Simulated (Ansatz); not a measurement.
The starting structures come from a database of crystals and need not be the phases stable at ambient conditions.

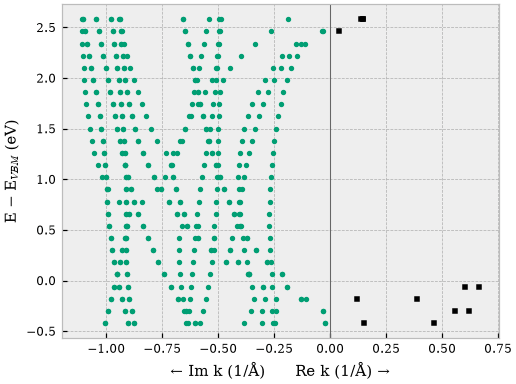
Figure: Complex bands at the centre of the two-dimensional zone; r2SCAN (Ansatz, a quantum-chemistry and plane-wave program)

The gap is the functional's own, uncorrected, and κ follows it; spin-orbit coupling is left out. Mid-gap values are interpolated between the computed energies.

Task: This is TaAgO$_{3}$ (R-3c, not sure to be the ambient phase, 10 atoms a cell, 12.5 Å³ an atom, -7 GPa at this level) along the normal of (101). Read off the slowest decay at the centre of the two-dimensional zone at 1.14 eV, the computed energy nearest the middle of the gap.

Result: κ ≈ 0.26 1/Å, a decay length 1/(2κ) of the density of 1.9 Å.
